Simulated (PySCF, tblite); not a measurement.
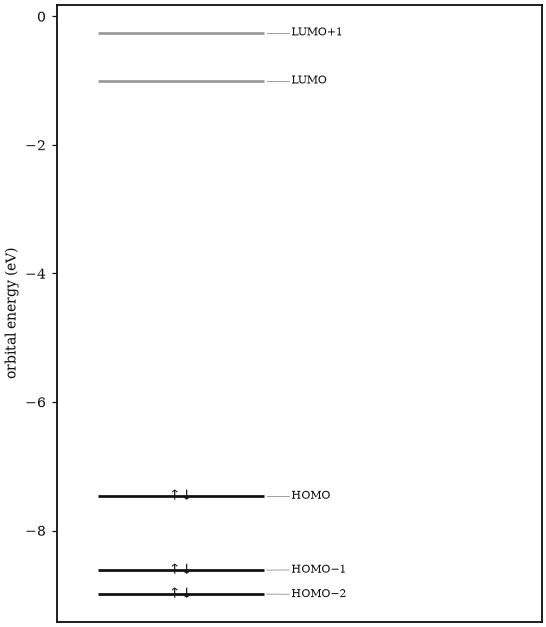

Kohn-Sham orbital energies near the frontier, B3LYP/def2-SVPD, PySCF, at a GFN2-xTB geometry (a minimum by its frequencies), isolated molecule; empty levels in grey, levels within 0.03 eV side by side.

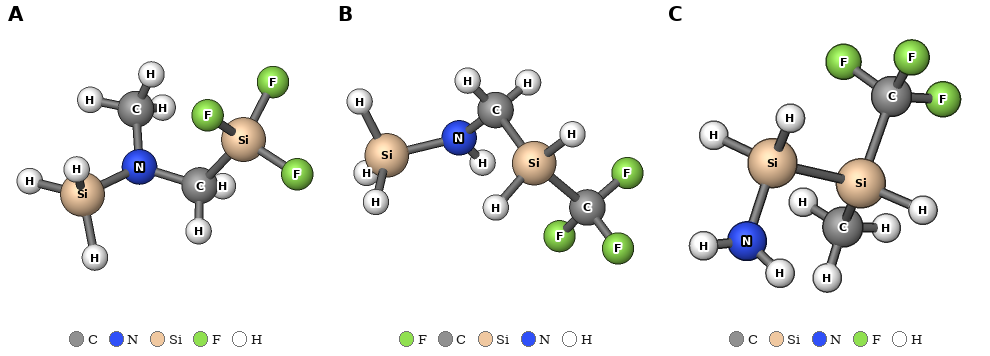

> Which molecule has this level scheme? The candidates are drawn in the second picture.

Structure C, C₂H₈F₃NSi₂, SMILES C[Si@H]([SiH2]N)C(F)(F)F. HOMO −7.46 eV, LUMO −1.00 eV, separation 6.46 eV.

Caveats: the tight-binding geometry is rougher than a DFT one and adds to the error; one conformer of a flexible molecule; empty levels above zero depend strongly on the basis.
